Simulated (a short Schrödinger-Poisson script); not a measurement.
Structure: symmetric double-gate stack, HfO2 on p-type Si(100), at 300 K.

| layer | material | thickness (nm) | Na (cm⁻³) |
|---|---|---|---|
| 1 | HfO2 | 5.3 | - |
| 2 | Si | 2 | 2e18 |
| 3 | HfO2 | 5.3 | - |

Constants are typed, rounded textbook-type inputs, not results; the design itself was drawn at random and stands for no fabricated device. HfO2: permittivity 22, conduction-band edge (eV) 1.55, gap (eV) 5.7, electron mass (mₑ) 0.2. Si: permittivity 11.7, conduction-band edge (eV) 0, gap (eV) 1.124, Nv at 300 K (cm⁻³) 3.1e19.

Channel valleys (confinement mass, in-plane density-of-states mass, number): Δ2 0.916, 0.19, 2; Δ4 0.19, 0.417, 4. At the gates, both at one voltage, the conduction-band edge of layer 1 lies 2.12 eV − eVg above the Fermi level of the channel. Gaps are held at their typed values at every temperature. Mesh 0.03 nm at interfaces.

From a short Schrödinger-Poisson script (our own, NumPy): 1D Poisson equation in equilibrium, electrons quantum, Hartree (BenDaniel-Duke, 12 states a valley, the channel's in-plane mass for all, wave functions ending at the dielectric), parabolic valleys, classical holes, full ionisation, no traps, pinning or gate leakage.

Only gate voltages with over 1e8 electrons/cm² are shown.

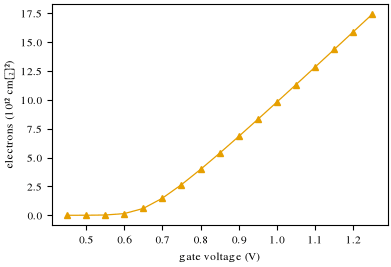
Figure. Sheet density against gate voltage

```csv
Vg (V),electrons (cm⁻²),C (μF/cm²),Δ2 E0 (meV),Δ2 E1 (meV),Δ4 E0 (meV),Δ4 E1 (meV)
0.45,5.06e8,0.00320,232.7,540.0,624.8,-
0.55,2.36e10,0.145,133.3,440.6,525.4,-
0.65,5.91e11,2.20,48.2,355.0,440.3,-
0.75,2.65e12,4.06,2.5,307.2,394.6,-
0.85,5.38e12,4.59,-25.8,276.3,366.3,-
0.95,8.31e12,4.78,-48.7,250.6,343.4,-
1.05,1.13e13,4.86,-69.6,226.8,322.6,-
1.15,1.44e13,4.90,-89.7,203.8,302.6,-
1.25,1.74e13,4.92,-109.4,181.3,283.0,-
```

Subbands count from the Fermi level; a dash marks a level above the dielectric's band edge. The capacitance is that of both gates.
